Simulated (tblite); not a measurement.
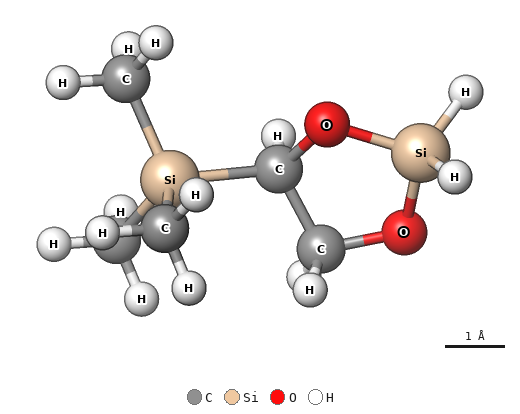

**Figure 1.** The starting structure (ball-and-stick view, seen at a tilt). Bond lengths as drawn: C–C 1.55 Å, C–H 1.09 to 1.11 Å, C–O 1.44 to 1.45 Å, C–Si 1.87 to 1.92 Å, H–Si 1.48 Å and O–Si 1.67 to 1.69 Å.

# Run report: C$_{5}$H$_{14}$O$_{2}$Si$_{2}$, geometry relaxation

C$_{5}$H$_{14}$O$_{2}$Si$_{2}$, SMILES C[Si](C)(C)[C@@H]1CO[SiH2]O1, computed with GFN2-xTB geometry optimisation, gas phase (tblite 0.8.0).

**Input file**
```
{"job": {"xc": "GFN2-xTB", "basis": "xTB", "kind": "relax"}, "charge": 0, "multiplicity": 1}
C     -1.035100     1.620000     1.659700
Si    -0.921700     0.365400     0.267900
C     -1.482300    -1.317000     0.897300
C     -1.976900     0.912700    -1.179800
C      0.914600     0.243300    -0.282400
C      1.139200    -0.705600    -1.493200
O      2.558400    -0.950600    -1.575800
Si     3.179500    -0.863400    -0.011200
O      1.844500    -0.191700     0.744200
H     -0.708200     2.603900     1.323200
H     -0.429600     1.322600     2.511500
H     -2.082200     1.714600     2.004400
H     -0.866000    -1.657600     1.728500
H     -1.444400    -2.059700     0.092000
H     -2.526800    -1.249800     1.255000
H     -3.024700     1.009200    -0.854800
H     -1.634200     1.873600    -1.554300
H     -1.928600     0.168800    -1.983800
H      1.214700     1.267800    -0.567300
H      0.805800    -0.256700    -2.424400
H      0.631800    -1.664000    -1.363900
H      3.432300    -2.221400     0.518300
H      4.334900     0.062600     0.049800
```

The first line tells a small driver script what to run in tblite; the rest is the geometry in Å.

Hardware: 1 CPU thread, shared host.

Launched with:
```bash
OMP_NUM_THREADS=1 python <driver script> task.json out
```

**Log**
```
step      E/eV     max force
  0    -802.93655    1.471
  1    -803.04570    0.806
  2    -803.09448    0.344
  3    -803.10926    0.245
  4    -803.12411    0.285
  5    -803.13331    0.247
  6    -803.14693    0.292
  7    -803.15370    0.222
  8    -803.15749    0.127
  9    -803.16010    0.128
 10    -803.16265    0.117
 11    -803.16464    0.139
 12    -803.16641    0.107
 13    -803.16851    0.116
 14    -803.17137    0.158
 15    -803.17457    0.139
 16    -803.17729    0.133
 17    -803.17954    0.131
 18    -803.18184    0.120
 19    -803.18440    0.119
 20    -803.18677    0.110
 21    -803.18848    0.069
 22    -803.18969    0.076
 23    -803.19086    0.080
 24    -803.19223    0.089
 25    -803.19377    0.086
 26    -803.19532    0.082
 27    -803.19673    0.085
 28    -803.19792    0.067
 29    -803.19884    0.072
 30    -803.19961    0.062
 31    -803.20043    0.064
 32    -803.20134    0.069
 33    -803.20226    0.067
 34    -803.20308    0.058
 35    -803.20384    0.059
 36    -803.20458    0.063
 37    -803.20523    0.053
 38    -803.20570    0.047
 39    -803.20609    0.048
 40    -803.20653    0.049
 41    -803.20711    0.059
 42    -803.20782    0.064
 43    -803.20863    0.085
 44    -803.20953    0.089
 45    -803.21051    0.088
 46    -803.21147    0.081
 47    -803.21222    0.061
 48    -803.21278    0.070
 49    -803.21331    0.070
 50    -803.21419    0.091
 51    -803.21492    0.080
 52    -803.21562    0.061
 53    -803.21611    0.057
 54    -803.21660    0.057
 55    -803.21708    0.061
 56    -803.21748    0.039
 57    -803.21748    0.039
 58    -803.21762    0.034
 59    -803.21791    0.039
 60    -803.21803    0.047
 61    -803.21836    0.042
 62    -803.21857    0.039
 63    -803.21878    0.036
 64    -803.21895    0.036
 65    -803.21913    0.032
 66    -803.21926    0.024
 67    -803.21937    0.025
 68    -803.21951    0.044
 69    -803.21972    0.060
 70    -803.21994    0.050
 71    -803.22009    0.031
 72    -803.22019    0.025
 73    -803.22026    0.028
 74    -803.22034    0.029
 75    -803.22041    0.020
 76    -803.22049    0.020
 77    -803.22057    0.024
 78    -803.22067    0.034
 79    -803.22079    0.031
 80    -803.22087    0.020
 81    -803.22093    0.017
 82    -803.22098    0.025
 83    -803.22104    0.028
 84    -803.22111    0.024
 85    -803.22118    0.021
 86    -803.22126    0.023
 87    -803.22134    0.026
 88    -803.22142    0.019
 89    -803.22149    0.019
 90    -803.22154    0.019
 91    -803.22160    0.023
 92    -803.22166    0.024
 93    -803.22174    0.022
 94    -803.22183    0.020
 95    -803.22193    0.021
 96    -803.22203    0.023
 97    -803.22211    0.021
 98    -803.22217    0.025
 99    -803.22223    0.024
100    -803.22231    0.024
101    -803.22241    0.024
102    -803.22251    0.024
103    -803.22260    0.020
104    -803.22268    0.023
105    -803.22275    0.021
106    -803.22281    0.023
107    -803.22287    0.023
108    -803.22293    0.021
109    -803.22300    0.022
110    -803.22307    0.022
111    -803.22314    0.024
112    -803.22320    0.020
113    -803.22324    0.017
114    -803.22328    0.013
115    -803.22331    0.013
116    -803.22334    0.013
117    -803.22337    0.013
118    -803.22339    0.012
119    -803.22342    0.013
120    -803.22346    0.016
121    -803.22351    0.021
122    -803.22357    0.025
123    -803.22362    0.021
124    -803.22366    0.020
125    -803.22371    0.018
126    -803.22378    0.024
127    -803.22385    0.026
128    -803.22390    0.016
129    -803.22393    0.012
130    -803.22395    0.010
131    -803.22397    0.011
132    -803.22398    0.005
133    -803.22398    0.002
```

**Trajectory as extended XYZ (Å, eV, eV/Å), 5 of the 12 frames kept, from step=0 to step=133**
```
23
Properties=species:S:1:pos:R:3:forces:R:3 step=0 energy=-802.93655
C    -1.0351    1.6200    1.6597   -0.5640   0.4620   0.4450
Si   -0.9217    0.3654    0.2679    0.7520  -0.4420   0.4450
C    -1.4823   -1.3170    0.8973   -0.6320  -0.4170   0.1170
C    -1.9769    0.9127   -1.1798   -0.5340  -0.0770  -0.3850
C     0.9146    0.2433   -0.2824    0.3590  -0.3500  -0.2380
C     1.1392   -0.7056   -1.4932    1.0050   0.4520   0.4010
O     2.5584   -0.9506   -1.5758   -0.6810   0.2610   1.2780
Si    3.1795   -0.8634   -0.0112   -0.4390   0.1210  -0.2070
O     1.8445   -0.1917    0.7442    0.0330  -0.2170  -1.2360
H    -0.7082    2.6039    1.3232   -0.0320  -0.0750   0.1790
H    -0.4296    1.3226    2.5115   -0.0250   0.1050  -0.0420
H    -2.0822    1.7146    2.0044    0.5940   0.0150  -0.1200
H    -0.8660   -1.6576    1.7285   -0.1000  -0.0390  -0.1730
H    -1.4444   -2.0597    0.0920   -0.0600   0.0910   0.3760
H    -2.5268   -1.2498    1.2550    0.5550  -0.1960  -0.1810
H    -3.0247    1.0092   -0.8548    0.4540   0.0160  -0.3160
H    -1.6342    1.8736   -1.5543   -0.1830  -0.0780  -0.1480
H    -1.9286    0.1688   -1.9838   -0.1380   0.3820   0.1260
H     1.2147    1.2678   -0.5673    0.1670  -0.3270  -0.1090
H     0.8058   -0.2567   -2.4244    0.0500   0.1230  -0.0990
H     0.6318   -1.6640   -1.3639    0.0200   0.0550   0.1610
H     3.4323   -2.2214    0.5183   -0.1570   0.4520  -0.1200
H     4.3349    0.0626    0.0498   -0.4440  -0.3150  -0.1540
23
Properties=species:S:1:pos:R:3:forces:R:3 step=36 energy=-803.20458
C    -0.9806    1.6100    1.6949    0.0030   0.0070  -0.0050
Si   -0.9095    0.3342    0.2810    0.0120   0.0320  -0.0300
C    -1.4315   -1.3856    0.9165    0.0110  -0.0030  -0.0150
C    -1.9966    0.8861   -1.1929    0.0050  -0.0030   0.0230
C     0.8919    0.3167   -0.3827    0.0000   0.0020  -0.0130
C     1.1686   -0.6337   -1.5579   -0.0090   0.0030  -0.0030
O     2.4812   -1.1079   -1.4378    0.0400   0.0180   0.0280
Si    3.0609   -0.8791    0.0786    0.0370  -0.0070   0.0500
O     1.7659   -0.0731    0.6677   -0.0090  -0.0320   0.0060
H    -0.6608    2.5914    1.3585    0.0160   0.0210  -0.0140
H    -0.3303    1.3189    2.5138    0.0130  -0.0100   0.0000
H    -1.9855    1.7148    2.0898   -0.0370  -0.0240   0.0100
H    -0.7697   -1.7284    1.7053    0.0310   0.0110   0.0140
H    -1.4186   -2.1341    0.1309    0.0250  -0.0150  -0.0560
H    -2.4395   -1.3632    1.3180   -0.0240   0.0270   0.0290
H    -3.0356    0.9997   -0.9032   -0.0100  -0.0110   0.0210
H    -1.6627    1.8424   -1.5860   -0.0140  -0.0140  -0.0060
H    -1.9599    0.1677   -2.0067   -0.0030   0.0060   0.0050
H     1.1939    1.3276   -0.6866    0.0050  -0.0060  -0.0180
H     1.0640   -0.1198   -2.5161   -0.0200   0.0020  -0.0120
H     0.4893   -1.4932   -1.5415   -0.0050   0.0090   0.0160
H     3.2040   -2.1136    0.8318   -0.0430   0.0000  -0.0140
H     4.2563   -0.0508   -0.0148   -0.0220  -0.0130  -0.0130
23
Properties=species:S:1:pos:R:3:forces:R:3 step=72 energy=-803.22019
C    -0.9662    1.6232    1.6836    0.0010  -0.0040  -0.0070
Si   -0.8988    0.3725    0.2468    0.0060   0.0070  -0.0130
C    -1.3361   -1.3731    0.8756    0.0050   0.0040   0.0000
C    -2.0653    0.8820   -1.1784    0.0000  -0.0010   0.0000
C     0.8985    0.3642   -0.4272    0.0060  -0.0010   0.0100
C     1.1931   -0.6175   -1.5718   -0.0130   0.0070  -0.0030
O     2.4888   -1.1215   -1.3965   -0.0130   0.0210   0.0030
Si    2.9981   -0.9225    0.1491   -0.0060   0.0000  -0.0010
O     1.7399   -0.0116    0.6563   -0.0020  -0.0050   0.0140
H    -0.7025    2.6250    1.3569   -0.0080  -0.0040  -0.0080
H    -0.2686    1.3415    2.4668    0.0020   0.0040  -0.0050
H    -1.9583    1.6706    2.1224    0.0030  -0.0030  -0.0060
H    -0.6101   -1.7087    1.6099    0.0080  -0.0040  -0.0030
H    -1.3514   -2.1012    0.0693   -0.0040  -0.0020   0.0030
H    -2.3145   -1.3879    1.3467    0.0030  -0.0020   0.0000
H    -3.0923    0.9508   -0.8351    0.0070  -0.0040   0.0060
H    -1.7947    1.8491   -1.5921   -0.0020  -0.0020   0.0080
H    -2.0396    0.1617   -1.9910   -0.0010   0.0040   0.0030
H     1.2127    1.3668   -0.7438    0.0110  -0.0080   0.0010
H     1.1302   -0.1244   -2.5444    0.0050   0.0040  -0.0120
H     0.4910   -1.4578   -1.5575   -0.0050  -0.0060   0.0040
H     2.9880   -2.1653    0.9053   -0.0030   0.0100   0.0040
H     4.2534   -0.1888    0.1097    0.0010  -0.0130   0.0020
23
Properties=species:S:1:pos:R:3:forces:R:3 step=96 energy=-803.22203
C    -0.9767    1.6372    1.6628    0.0020   0.0010   0.0030
Si   -0.8955    0.3710    0.2413   -0.0030  -0.0110   0.0200
C    -1.3142   -1.3796    0.8728    0.0040   0.0050   0.0000
C    -2.0751    0.8823   -1.1712   -0.0010   0.0000  -0.0040
C     0.9060    0.3676   -0.4184   -0.0080   0.0070  -0.0050
C     1.1986   -0.6061   -1.5695   -0.0040   0.0090  -0.0010
O     2.4953   -1.1080   -1.3971   -0.0130  -0.0020   0.0050
Si    2.9898   -0.9422    0.1573   -0.0050  -0.0110  -0.0040
O     1.7387   -0.0230    0.6672   -0.0040  -0.0060  -0.0150
H    -0.7573    2.6417    1.3121   -0.0060   0.0000   0.0010
H    -0.2535    1.3961    2.4358   -0.0010  -0.0030  -0.0010
H    -1.9613    1.6569    2.1202    0.0050  -0.0030   0.0010
H    -0.5600   -1.7227    1.5754   -0.0070   0.0070  -0.0080
H    -1.3618   -2.1017    0.0619   -0.0030   0.0120   0.0080
H    -2.2742   -1.3977    1.3811    0.0150   0.0020  -0.0040
H    -3.0992    0.9291   -0.8165   -0.0070  -0.0050   0.0050
H    -1.8241    1.8616   -1.5669    0.0070   0.0100   0.0000
H    -2.0479    0.1806   -1.9990    0.0090  -0.0170  -0.0030
H     1.2291    1.3705   -0.7225    0.0040   0.0030  -0.0100
H     1.1344   -0.1088   -2.5401    0.0040   0.0040   0.0000
H     0.4958   -1.4465   -1.5573    0.0130   0.0020  -0.0010
H     2.9459   -2.1924    0.9004    0.0080  -0.0020   0.0050
H     4.2623   -0.2390    0.1311   -0.0090  -0.0010   0.0100
23
Properties=species:S:1:pos:R:3:forces:R:3 step=133 energy=-803.22398
C    -0.9823    1.6521    1.6566   -0.0010   0.0010   0.0010
Si   -0.8928    0.3810    0.2404    0.0000   0.0010   0.0000
C    -1.2823   -1.3702    0.8851    0.0000  -0.0010   0.0000
C    -2.0763    0.8576   -1.1806    0.0000  -0.0010   0.0000
C     0.9089    0.3875   -0.4190    0.0000   0.0000  -0.0010
C     1.2019   -0.5716   -1.5837   -0.0010   0.0010  -0.0010
O     2.4760   -1.1212   -1.3914   -0.0010   0.0020   0.0010
Si    2.9545   -0.9821    0.1699    0.0010  -0.0010   0.0010
O     1.7288   -0.0243    0.6682    0.0000   0.0000  -0.0010
H    -0.8403    2.6656    1.2925    0.0010   0.0010   0.0000
H    -0.2100    1.4570    2.3945   -0.0010   0.0010   0.0010
H    -1.9429    1.6167    2.1612   -0.0010   0.0000  -0.0010
H    -0.4818   -1.7249    1.5275    0.0000  -0.0010   0.0010
H    -1.3961   -2.0836    0.0736    0.0010  -0.0010   0.0000
H    -2.2021   -1.3851    1.4624    0.0000   0.0010   0.0000
H    -3.1061    0.8564   -0.8391    0.0000   0.0000  -0.0010
H    -1.8614    1.8507   -1.5635   -0.0010  -0.0010   0.0000
H    -2.0060    0.1642   -2.0133    0.0000   0.0000   0.0010
H     1.2401    1.3931   -0.7049    0.0010  -0.0010  -0.0020
H     1.1798   -0.0509   -2.5441    0.0020   0.0010  -0.0010
H     0.4736   -1.3895   -1.6103   -0.0010   0.0010   0.0020
H     2.8664   -2.2374    0.9010    0.0000  -0.0020   0.0000
H     4.2456   -0.3142    0.1777    0.0010  -0.0010  -0.0010
```

**Summary**

```json
{"quantity": "outcome", "value": "converged"}
{"quantity": "total energy", "value": "−803.2240 eV"}
{"quantity": "wall time", "value": "1.7 s"}
{"quantity": "peak memory", "value": "0.18 GiB"}
```
